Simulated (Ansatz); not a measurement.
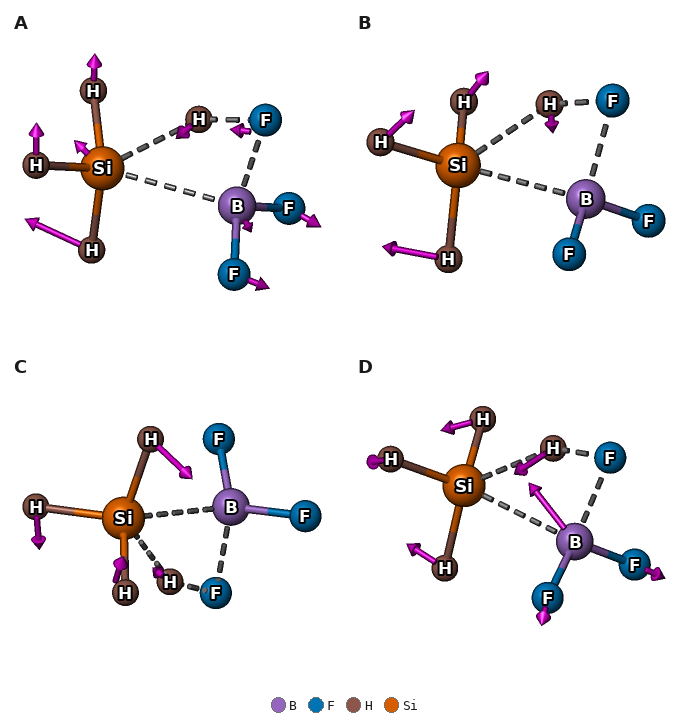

4 normal modes of one molecule or complex, as arrows. Broken sticks mark bonds that form or break. Harmonic vibrations computed with RKS PBE0-D4/def2-TZVP (Ansatz 0.2.0) at a stationary point of the same level. It is a saddle point of order 1.

**Match the panels to the wavenumbers 231 cm⁻¹, 507 cm⁻¹, 934 cm⁻¹, 1128 cm⁻¹.**

A: 231 cm⁻¹
B: 507 cm⁻¹
C: 934 cm⁻¹
D: 1128 cm⁻¹
